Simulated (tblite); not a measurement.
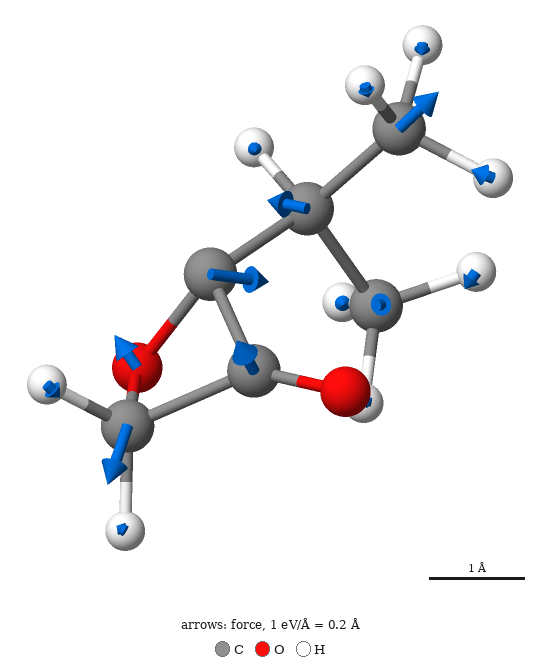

Starting geometry of C6H9O2 (multiplicity 2) with the computed forces as blue arrows. The picture is a ball-and-stick view, seen from a free direction.

Theory: GFN2-xTB geometry optimisation, gas phase (tblite 0.8.0). 

What follows when this structure is relaxed?

Answer. It isn't relaxed: the largest force vector, on a C atom, is 3.83 eV/Å. The final displacements have little in common with the starting forces (cosine between the two patterns 0.26). The energy falls by 41.3 kcal/mol in 87 geometry steps. The atom that moves furthest after the best rigid fit is an H atom (1.13 Å). By element the largest moves are H 1.13 Å, C 0.43 Å, O 0.41 Å. Some distances before and after: C–C 1.469 → 1.529 Å, C–C 1.489 → 1.544 Å, C–O 1.399 → 1.447 Å, C–O 1.407 → 1.363 Å. Among the angles between lasting bonds that change: C–C–C 118.4° → 138.9°, C–C–O 115.6° → 125.7°, O–C–C 88.7° → 95.4°. Groups turn about C–C by about 45°, C–C by about 35°. The run took 0.41 s on 1 thread of Arm Neoverse V2, with other jobs on the host.
